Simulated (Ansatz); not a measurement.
# C3H9Cl2InOSi: up Jacob's ladder to CCSD(T), part 2 of 2

Ansatz 0.2.0, Gaussian basis; functionals in def2-TZVPP, the program's frozen cores in correlated methods. The steps go on from the part before.

### Step 16. ωB97X-V (range-separated)

Input file in.yaml:

```yaml
crystal:
  periodic: [false, false, false]
  atoms:
    - {symbol: C, position_ang: [-0.554739, -2.148384, -0.463823]}
    - {symbol: Si, position_ang: [-0.092690, -0.405043, 0.007088]}
    - {symbol: C, position_ang: [1.618936, -0.349840, 0.757436]}
    - {symbol: C, position_ang: [-1.329356, 0.308109, 1.214387]}
    - {symbol: O, position_ang: [-0.111729, 0.480952, -1.393008]}
    - {symbol: In, position_ang: [0.262940, 2.359036, -1.728408]}
    - {symbol: Cl, position_ang: [0.129105, 3.196721, -3.858051]}
    - {symbol: Cl, position_ang: [0.842933, 3.746061, 0.021039]}
    - {symbol: H, position_ang: [-0.564685, -2.801244, 0.413523]}
    - {symbol: H, position_ang: [-1.547573, -2.178600, -0.919288]}
    - {symbol: H, position_ang: [0.157751, -2.559284, -1.183267]}
    - {symbol: H, position_ang: [1.898624, 0.671604, 1.032870]}
    - {symbol: H, position_ang: [1.669959, -0.958192, 1.664963]}
    - {symbol: H, position_ang: [2.368249, -0.732139, 0.058881]}
    - {symbol: H, position_ang: [-1.066887, 1.333553, 1.491851]}
    - {symbol: H, position_ang: [-2.336317, 0.317126, 0.788334]}
    - {symbol: H, position_ang: [-1.363619, -0.280738, 2.135471]}
basis:
  gaussian: {orbitals: def2-TZVPP}
hamiltonian: {xc: {name: wB97X-V}}
output: {orbitals: {seedname: orbitals}}
```

The run is started by

```console
> ansatz run in.yaml --threads 4 --pin off --events-out ev --progress --plain --max-ram 66560MiB --backend cuda --devices 0, --max-vram 37GiB
```

Log, cut to the lines that bear on the results:

```text
Functional definition: wB97X-V
  name "wB97X-V"
  cite "Mardirossian & Head-Gordon, Phys. Chem. Chem. Phys. 16, 9904 (2014) doi:10.1039/C3CP54374A"
  cite "Becke, J. Chem. Phys. 107, 8554 (1997) doi:10.1063/1.475007"
  cite "Vydrov & Van Voorhis, J. Chem. Phys. 133, 244103 (2010) doi:10.1063/1.3521275"
[...]
      + integral(e_c_pw_opposite_spin*poly(b97_u_opposite, cos0, cos1)) + vv10(b, c)
2585 factors; their error is unknown
548 factors; integrals over basis functions are off by at most 1.6e-5 eV
[...]
mean field -43403.94468577 eV, -1595.0655469516 hartree, gradient 4.8e-5 eV, S^2 0.000000; 0 other end points of the search recorded, 0 dependent functions left out
reference -43403.94468248 eV, -1595.0655468308 hartree; 52, 52 occupied and 374, 374 virtual orbitals, 2585 factors
Total energy: -43403.94468248 eV, -1595.0655468308 hartree
```

It took 15 s on 1 × H100 (card shared with other runs) with 4 threads of AMD EPYC 7R13, shared host.

Atomisation energy: 6279.3 kJ/mol (free atoms -43338.864 eV, run apart). HOMO -10.59 eV, LUMO -0.42 eV.

### Step 17. ωB97M-V (range-separated)

in.yaml: that of step 16 with these lines changed.

```diff
@@ -22,3 +22,3 @@
   gaussian: {orbitals: def2-TZVPP}
-hamiltonian: {xc: {name: wB97X-V}}
-output: {orbitals: {seedname: orbitals}}
+hamiltonian: {xc: {name: wB97M-V}}
+output: {forces: true, orbitals: {seedname: orbitals}}
```

Launched as before.

Log, cut to the lines that bear on the results:

```text
Functional definition: wB97M-V
  name "wB97M-V"
  cite "Mardirossian & Head-Gordon, J. Chem. Phys. 144, 214110 (2016) doi:10.1063/1.4952647"
  cite "Becke, J. Chem. Phys. 107, 8554 (1997) doi:10.1063/1.475007"
  cite "Vydrov & Van Voorhis, J. Chem. Phys. 133, 244103 (2010) doi:10.1063/1.3521275"
  # Of w^i u^j: cxij and so on, Table III.
[...]
  gx(w, u) = 1 - cx + cx01*u + cx10*w
[...]
Atom 13 at     2.368249    -0.732139     0.058881 Å, force    -0.045342     0.022783     0.041652 eV/Å
Atom 14 at    -1.066887     1.333553     1.491851 Å, force    -0.013159    -0.050612    -0.014881 eV/Å
Atom 15 at    -2.336317     0.317126     0.788334 Å, force     0.060766    -0.000718     0.025091 eV/Å
Atom 16 at    -1.363619    -0.280738     2.135471 Å, force     0.002692     0.037095    -0.054449 eV/Å
Dipole moment:    -0.026932    -0.239527     0.174805 e Å
```

Wall time 26 s (1 × H100 (card shared with other runs) with 4 threads of AMD EPYC 7R13, shared host); peak host memory 1.2 GiB.

With the free atoms at this level, -43340.310 eV in sum, the atomisation energy is 6275.9 kJ/mol. HOMO -10.45 eV, LUMO -0.56 eV.

### Step 18. B2PLYP (double hybrid)

in.yaml: that of step 17 with these lines changed.

```diff
@@ -22,3 +22,2 @@
   gaussian: {orbitals: def2-TZVPP}
-hamiltonian: {xc: {name: wB97M-V}}
-output: {forces: true, orbitals: {seedname: orbitals}}
+hamiltonian: {xc: {name: B2PLYP}}
```

Launched as before.

Log, cut to the lines that bear on the results:

```text
Functional definition: B2PLYP
  name "B2PLYP"
  cite "Grimme, J. Chem. Phys. 124, 034108 (2006) doi:10.1063/1.2148954"
  cite "Becke, Phys. Rev. A 38, 3098 (1988) doi:10.1103/PhysRevA.38.3098"
  cite "Lee, Yang & Parr, Phys. Rev. B 37, 785 (1988) doi:10.1103/PhysRevB.37.785"
[...]
2655 factors; integrals over basis functions are off by at most 1.1e-3 eV
[...]
mean field -43376.64094609 eV, -1594.0621530255 hartree, gradient 3.7e-6 eV, S^2 0.000000; 0 other end points of the search recorded, 0 dependent functions left out
23 core orbitals not correlated: weight in the atoms' cores, before any rotation towards them, 1.000 or more for the frozen orbitals, at most 0.000 for the correlated occupied ones
reference -43376.64119810 eV, -1594.0621622867 hartree; 29, 29 occupied and 374, 374 virtual orbitals, 2655 factors
second order -50.86355550 eV of doubles, -0.00000000 eV of singles
Total energy: -43390.37435808 eV, -1594.5668466075 hartree
```

Run time: 17 s. Hardware: 1 × H100 (card shared with other runs) with 4 threads of AMD EPYC 7R13, shared host; peak host memory 2 GiB.

With the free atoms at this level, -43326.531 eV in sum, the atomisation energy is 6159.9 kJ/mol.

### Step 19. PBE-QIDH (double hybrid)

in.yaml: that of step 18 with these lines changed.

```diff
@@ -22,2 +22,2 @@
   gaussian: {orbitals: def2-TZVPP}
-hamiltonian: {xc: {name: B2PLYP}}
+hamiltonian: {xc: {name: PBE-QIDH}}
```

Same command.

Log, cut to the lines that bear on the results:

```text
Functional definition: PBE-QIDH
  name "PBE-QIDH"
  cite "Brémond, Sancho-García, Pérez-Jiménez & Adamo, J. Chem. Phys. 141, 031101 (2014) doi:10.1063/1.4890314"
  cite "Perdew, Burke & Ernzerhof, Phys. Rev. Lett. 77, 3865 (1996) doi:10.1103/PhysRevLett.77.3865"
[...]
2655 factors; integrals over basis functions are off by at most 1.1e-3 eV
[...]
mean field -43364.50390884 eV, -1593.6161251335 hartree, gradient 9.5e-7 eV, S^2 0.000000; 0 other end points of the search recorded, 0 dependent functions left out
23 core orbitals not correlated: weight in the atoms' cores, before any rotation towards them, 1.000 or more for the frozen orbitals, at most 0.000 for the correlated occupied ones
reference -43364.50392912 eV, -1593.6161258788 hartree; 29, 29 occupied and 374, 374 virtual orbitals, 2655 factors
second order -47.20479721 eV of doubles, -0.00000000 eV of singles
Total energy: -43380.23886152 eV, -1594.1943739790 hartree
```

It took 14 s on 1 × H100 (card shared with other runs) with 4 threads of AMD EPYC 7R13, shared host; peak host memory 2 GiB.

With the free atoms at this level, -43315.623 eV in sum, the atomisation energy is 6234.5 kJ/mol.

### Step 20. Orbital energies across the functionals

Dipoles come from the runs that computed forces. Levels, from each run's orbital file:

```tsv
functional	HOMO (eV)	LUMO (eV)	gap (eV)	dipole (D)
LDA (SPW92)	-6.97	-3.69	3.28	
PBE-D4	-6.82	-3.36	3.46	1.62
revPBE-D4	-6.76	-3.23	3.53	
BLYP-D4	-6.72	-3.32	3.40	
r2SCAN-D4	-7.13	-3.18	3.96	1.64
B97M-V	-7.21	-3.23	3.98	
PBE0-D4	-8.18	-2.49	5.69	
B3LYP-D4	-7.97	-2.80	5.17	1.52
r2SCANh-D4	-7.63	-2.86	4.78	
r2SCAN0-D4	-8.39	-2.38	6.01	
HSE06-D4	-7.78	-2.86	4.92	
BHLYP-D4	-9.48	-1.61	7.87	
CAM-B3LYP-D4	-9.59	-1.54	8.05	
LC-ωPBE	-10.92	-0.22	10.71	
ωB97X-V	-10.59	-0.42	10.17	
ωB97M-V	-10.45	-0.56	9.89	1.43
```

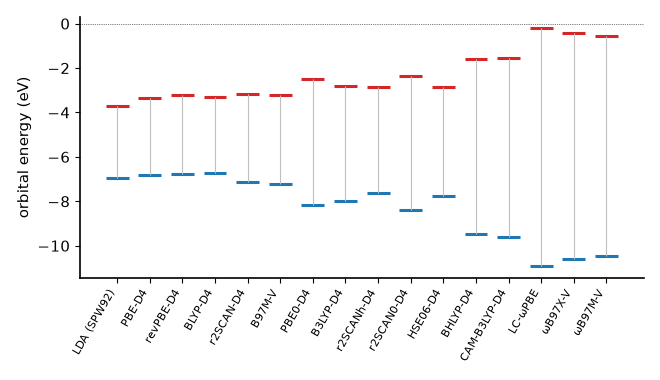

Highest occupied (blue) and lowest empty (red) level by functional.

### Step 21. CCSD(T) in def2-SVP

in.yaml: that of step 19 with these lines changed.

```diff
@@ -21,3 +21,3 @@
 basis:
-  gaussian: {orbitals: def2-TZVPP}
-hamiltonian: {xc: {name: PBE-QIDH}}
+  gaussian: {orbitals: def2-SVP}
+correlation: {method: ccsd_t}
```

Same command.

Log, cut to the lines that bear on the results:

```text
Functional definition: HF
  name "HF"
  cite "Fock, Z. Phys. 61, 126 (1930) doi:10.1007/BF01340294"
  parent pbe
[...]
1859 factors; integrals over basis functions are off by at most 1.4e-3 eV
[...]
mean field -43280.60171521 eV, -1590.5327763885 hartree, gradient 3.4e-6 eV, S^2 0.000000; 0 other end points of the search recorded, 0 dependent functions left out
23 core orbitals not correlated: weight in the atoms' cores, before any rotation towards them, 1.000 or more for the frozen orbitals, at most 0.000 for the correlated occupied ones
reference -43280.60171521 eV, -1590.5327763885 hartree; 29, 29 occupied and 129, 129 virtual orbitals, 1859 factors
second order -28.79583236 eV of doubles, -0.00000000 eV of singles
cycle   1  -30.15446223 eV  change    -1.4e0 eV  update   1.3e-1
[...]
cycle   9  -31.02807655 eV  change   -3.5e-5 eV  update   4.4e-5
perturbative correction -0.84175344 eV, -0.0309338683 hartree
Total energy: -43312.47154520 eV, -1591.7039710383 hartree
```

It took 10 s on 1 × H100 (card shared with other runs) with 4 threads of AMD EPYC 7R13, shared host.

### Step 22. CCSD(T) in def2-TZVPP

in.yaml: that of step 21 with these lines changed.

```diff
@@ -21,3 +21,4 @@
 basis:
-  gaussian: {orbitals: def2-SVP}
+  gaussian: {orbitals: def2-TZVPP}
 correlation: {method: ccsd_t}
+output: {orbitals: {seedname: orbitals}}
```

Launched as before.

Log, cut to the lines that bear on the results:

```text
Functional definition: HF
  name "HF"
  cite "Fock, Z. Phys. 61, 126 (1930) doi:10.1007/BF01340294"
  parent pbe
[...]
2655 factors; integrals over basis functions are off by at most 1.1e-3 eV
[...]
mean field -43298.54451397 eV, -1591.1921620808 hartree, gradient 1.9e-6 eV, S^2 0.000000; 0 other end points of the search recorded, 0 dependent functions left out
23 core orbitals not correlated: weight in the atoms' cores, before any rotation towards them, 1.000 or more for the frozen orbitals, at most 0.000 for the correlated occupied ones
reference -43298.54451397 eV, -1591.1921620808 hartree; 29, 29 occupied and 374, 374 virtual orbitals, 2655 factors
second order -41.91615642 eV of doubles, -0.00000000 eV of singles
cycle   1  -42.64969712 eV  change   -7.3e-1 eV  update   1.5e-1
[...]
cycle  10  -43.79073067 eV  change   -1.5e-5 eV  update   2.8e-5
perturbative correction -1.73086867 eV, -0.0636082503 hartree
Total energy: -43344.06611330 eV, -1592.8650500007 hartree
```

Run time: 53 s. Hardware: 1 × H100 (card shared with other runs) with 4 threads of AMD EPYC 7R13, shared host.

### Step 23. MP2 in def2-QZVPP

in.yaml: that of step 22 with these lines changed.

```diff
@@ -21,4 +21,3 @@
 basis:
-  gaussian: {orbitals: def2-TZVPP}
-correlation: {method: ccsd_t}
-output: {orbitals: {seedname: orbitals}}
+  gaussian: {orbitals: "def2-QZVPP.json"}
+correlation: {method: mp2}
```

The command is unchanged.

Log, cut to the lines that bear on the results:

```text
Functional definition: HF
  name "HF"
  cite "Fock, Z. Phys. 61, 126 (1930) doi:10.1007/BF01340294"
  parent pbe
[...]
4703 factors; integrals over basis functions are off by at most 7.2e-4 eV
[...]
mean field -43299.79012091 eV, -1591.2379372915 hartree, gradient 2.7e-6 eV, S^2 0.000000; 0 other end points of the search recorded, 0 dependent functions left out
23 core orbitals not correlated: weight in the atoms' cores, before any rotation towards them, 1.000 or more for the frozen orbitals, at most 0.000 for the correlated occupied ones
reference -43299.79012091 eV, -1591.2379372915 hartree; 29, 29 occupied and 738, 738 virtual orbitals, 4703 factors
second order -49.83317845 eV of doubles, -0.00000000 eV of singles
Total energy: -43349.62329935 eV, -1593.0692728213 hartree
```

Run time: 17 s. Hardware: 1 × H100 (card shared with other runs) with 4 threads of AMD EPYC 7R13, shared host; peak host memory 1.4 GiB.

Energy pieces by basis (eV):

```tsv
basis	HF	MP2 correlation	CCSD correlation	(T)	total
def2-SVP	-43280.6017	-28.7958	-31.0281	-0.8418	-43312.4715
def2-TZVPP	-43298.5445	-41.9162	-43.7907	-1.7309	-43344.0661
def2-QZVPP	-43299.7901	-49.8332			-43349.6233 (MP2)
```

The report of the def2-TZVPP run gives T1 = 0.0129.

### Step 24. Extrapolating to the complete basis

No new run: Hartree-Fock is extrapolated as exp(−7.88√X) and correlation as X^−2.97, with X = 3 and 4; only MP2 was run in the larger set, so CCSD(T) minus MP2 is added from the smaller one.

```tsv
level	energy at the limit (eV)
HF	-43299.9617
MP2	-43355.6593
CCSD	-43357.5339
CCSD(T)	-43359.2648
```

This is no true limit for total energies: MP2 correlation changes by a factor of 1.19 from triple to quadruple zeta (about 1.07 in light molecules), because outer-core shells are correlated in sets not made for them. Much of that cancels between molecule and atoms or ions.

### Step 25. RPA on PBE orbitals

in.yaml: that of step 23 with these lines changed.

```diff
@@ -21,3 +21,4 @@
 basis:
-  gaussian: {orbitals: "def2-QZVPP.json"}
-correlation: {method: mp2}
+  gaussian: {orbitals: def2-TZVPP}
+hamiltonian: {xc: pbe}
+correlation: {method: rpa}
```

Launched as before.

Log, cut to the lines that bear on the results:

```text
Functional definition: PBE
  name "PBE"
  cite "Perdew, Burke & Ernzerhof, Phys. Rev. Lett. 77, 3865 (1996) doi:10.1103/PhysRevLett.77.3865"
  parent pbe
[...]
2655 factors; integrals over basis functions are off by at most 1.1e-3 eV
[...]
mean field -43389.60807067 eV, -1594.5386860644 hartree, gradient 5.4e-6 eV, S^2 0.000000; 0 other end points of the search recorded, 0 dependent functions left out
23 core orbitals not correlated: weight in the atoms' cores, before any rotation towards them, 1.000 or more for the frozen orbitals, at most 0.000 for the correlated occupied ones
reference -43295.63168742 eV, -1591.0851176796 hartree; 29, 29 occupied and 374, 374 virtual orbitals, 2655 factors
Total energy: -43362.95356328 eV, -1593.5591509848 hartree
```

It took 9.5 s on 1 × H100 (card shared with other runs) with 4 threads of AMD EPYC 7R13, shared host; peak host memory 2 GiB.

RPA correlation: -67.322 eV. No RPA run of the hydrogen atom was made, so RPA has no atomisation energy below.

### Step 26. Atomisation energies

Free atoms (3 C, 1 Si, 1 O, 1 In, 2 Cl, 9 H) were run apart at each level; the atomisation energy is their sum less the molecule, without zero-point or spin-orbit terms.

Differences are taken before rounding.

```tsv
method	rung	atomisation energy (kJ/mol)	from CCSD(T)/CBS (kJ/mol)	time
LDA (SPW92)	LDA	7059.6	+781.7	8.5 s
PBE-D4	GGA	6317.8	+39.9	9 s
revPBE-D4	GGA	6170.2	-107.7	5.5 s
BLYP-D4	GGA	6170.1	-107.7	9 s
r2SCAN-D4	meta-GGA	6280.5	+2.6	11 s
B97M-V	meta-GGA	6291.1	+13.2	8.5 s
PBE0-D4	hybrid	6251.0	-26.9	12 s
B3LYP-D4	hybrid	6210.2	-67.7	12 s
r2SCANh-D4	hybrid	6249.0	-28.9	12 s
r2SCAN0-D4	hybrid	6204.8	-73.1	14 s
HSE06-D4	hybrid	6254.4	-23.5	15 s
BHLYP-D4	hybrid	6090.7	-187.2	14 s
CAM-B3LYP-D4	range-separated	6252.1	-25.8	14 s
LC-ωPBE	range-separated	6230.0	-47.9	14 s
ωB97X-V	range-separated	6279.3	+1.4	15 s
ωB97M-V	range-separated	6275.9	-2.0	26 s
B2PLYP	double hybrid	6159.9	-118.0	17 s
PBE-QIDH	double hybrid	6234.5	-43.4	14 s
HF/def2-TZVPP	wavefunction	4689.8	-1588.1	
MP2/def2-TZVPP	wavefunction	6210.0	-67.9	
CCSD/def2-TZVPP	wavefunction	6020.9	-257.0	
CCSD(T)/def2-SVP	wavefunction	5898.7	-379.2	10 s
CCSD(T)/def2-TZVPP	wavefunction	6111.3	-166.6	53 s
MP2/CBS	wavefunction	6376.6	+98.7	
CCSD(T)/CBS	wavefunction	6277.9	0	70 s
```

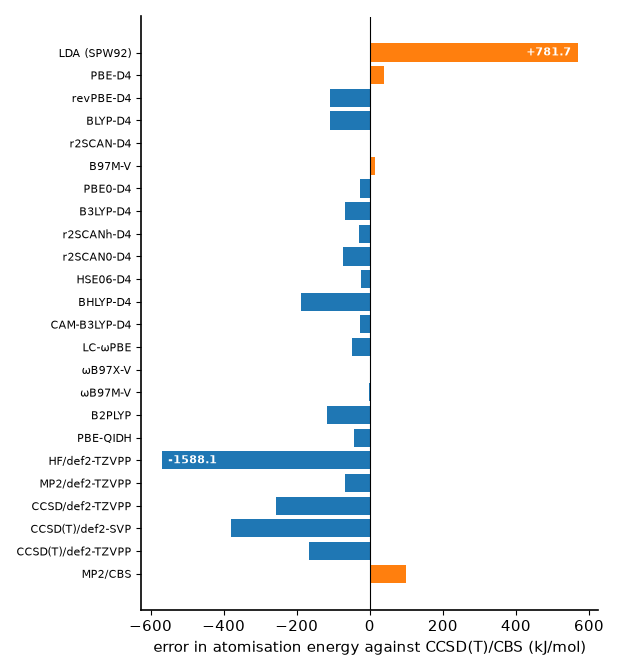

Deviations from CCSD(T)/CBS, method by method. Bars with a number in them are cut short.

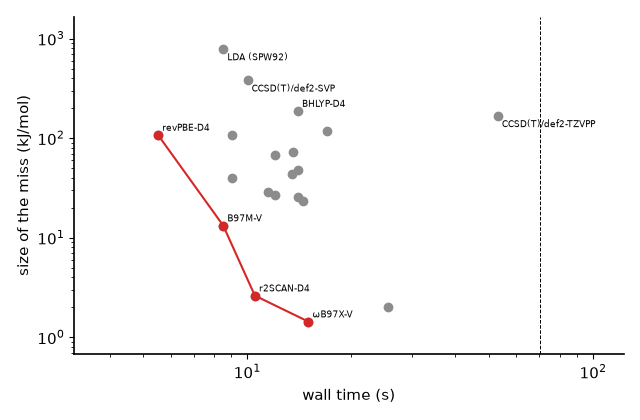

Miss against cost. Red marks the levels that no quicker level drawn beats (of those quicker than the yardstick), and the dashed line is the time of CCSD(T)/CBS. Only those levels and the largest misses are named. Times are from a shared host. Runs this short are mostly start-up, so their order is noise.

LDA (SPW92), LC-ωPBE, B2PLYP, PBE-QIDH carry no dispersion term (for B3LYP, D4 adds 79.1 kJ/mol).

Times are those of the molecule's run; HF, MP2 and CCSD come out of the CCSD(T) runs, and the limit's time is the sum of the runs that it needs.

### Step 27. Results

The summary covers parts 1 to 2.

| quantity | value |
| --- | --- |
| atomisation energy, CCSD(T)/CBS | 6277.9 kJ/mol |
| functionals within 62.8 kJ/mol (1.0 %) | PBE-D4, r2SCAN-D4, B97M-V, PBE0-D4, r2SCANh-D4, HSE06-D4, CAM-B3LYP-D4, LC-ωPBE, ωB97X-V, ωB97M-V, PBE-QIDH |
| farthest beyond LDA | BHLYP-D4 (-187.2 kJ/mol) |
| mean size of error, GGA | 85.1 kJ/mol |
| mean size of error, meta-GGA | 7.9 kJ/mol |
| mean size of error, hybrid | 67.9 kJ/mol |
| mean size of error, range-separated | 19.3 kJ/mol |
| mean size of error, double hybrid | 80.7 kJ/mol |
| gap, smallest and largest | 3.28 eV (LDA (SPW92)), 10.71 eV (LC-ωPBE) |
| T1 diagnostic | 0.0129 |
| triples share of the correlation energy | 3.8 % |

In words: The LDA atomisation energy is off by 781.7 kJ/mol (12 %): it overbinds. PBE-D4 is off by +39.9 kJ/mol. Double hybrids carry the basis error of their MP2 part in triple zeta, and no dispersion term here, so their miss is partly the set-up's. The rungs meta-GGA, range-separated miss on average by less than the doubt on the reference (62.8 kJ/mol), so they tie. Misses under about 62.8 kJ/mol are within the doubt on the reference itself, which lacks core-valence correlation, spin-orbit coupling and higher excitations, and its outer-core shells are covered unevenly. All levels share the lack of spin-orbit coupling, which lowers the free heavy atoms and so the true binding. Hartree-Fock recovers 75 % of the binding; the rest is correlation. CCSD(T) in def2-SVP is off by -379.2 kJ/mol, worse than the median functional, from the basis alone. Orbital gaps span 3.3 to 10.7 eV; exact exchange widens them. Correlated methods include outer-core shells of In, which these sets cover unevenly.

For cost: ωB97X-V gets within 1.4 kJ/mol in 15 s, where CCSD(T)/CBS took 70 s.
